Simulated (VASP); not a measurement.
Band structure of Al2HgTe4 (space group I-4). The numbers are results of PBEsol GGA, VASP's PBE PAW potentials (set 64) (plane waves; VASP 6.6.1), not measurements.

Unless said otherwise, spin-orbit coupling is left out, though it shifts the bands of the heavy elements here.

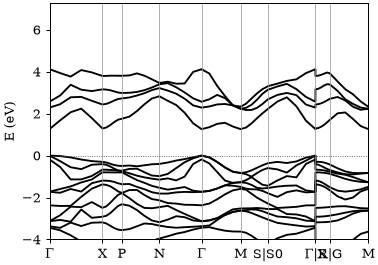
Fig. 1. Bands along high-symmetry lines, zero at the valence-band maximum or, without a gap, the Fermi level

### Question
Read the plot: is there a gap, and where are the band edges?

### Answer
The gap is direct, 1.26 eV, from the valence maximum at Γ to the conduction minimum at Γ.

The structure comes from a computed database's Al2HgTe4 entry (I-4); how it stands against other phases isn't given here. The cell was not relaxed at this level. The k-mesh is coarse (spacing up to 0.49 per Å, 2π included), so the numbers may not be converged in it.
